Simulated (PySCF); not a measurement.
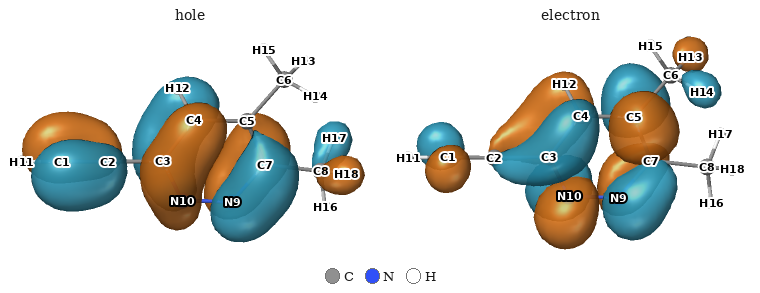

Figure. C₈H₈N₂, SMILES `C#Cc1cc(C)c(C)nn1`. Leading natural transition orbital pair of S₃ (TDA singlet states); the surfaces enclose about 85 % of each orbital's density.

Level of theory: ωB97X/6-31G* (PySCF), at a geometry from GFN2-xTB. No frequency check shows the geometry to be a minimum. Without diffuse functions Rydberg states are missing, so the states' numbers hold for this basis only.

Geometry (Å), atoms numbered from 1:

```
C1      -3.8753    0.2511    0.0013
C2      -2.6879    0.0756    0.0002
C3      -1.2816   -0.0972   -0.0005
C4      -0.4268    1.0164   -0.0010
C5       0.9336    0.7873   -0.0007
C6       1.9263    1.9018   -0.0002
C7       1.3384   -0.5641   -0.0007
C8       2.7783   -0.9571   -0.0009
N9       0.4627   -1.5546   -0.0005
N10     -0.8128   -1.3408   -0.0005
H11     -4.9154    0.3888    0.0021
H12     -0.8343    2.0177   -0.0012
H13      2.5682    1.8379   -0.8765
H14      2.5647    1.8397    0.8824
H15      1.4228    2.8656   -0.0021
H16      2.8518   -2.0406    0.0035
H17      3.2832   -0.5629   -0.8747
H18      3.2797   -0.5611    0.8884
```

### What kind of excitation is it, and where does it lie?

5.62 eV (221 nm), f = 0.051, π → π*; the leading pair carries 69 %; hole on C4 and C7 (13 % each), C3 (13 %) and N9 (13 %), electron on N10 (19 %), C5 (16 %) and N9 (14 %) (shares are of the whole state, not of the leading pair alone); their centroids lie 0.4 Å apart. In canonical orbitals it is mainly HOMO−1 → LUMO+1 (41 %). The HOMO–LUMO gap is 9.71 eV.
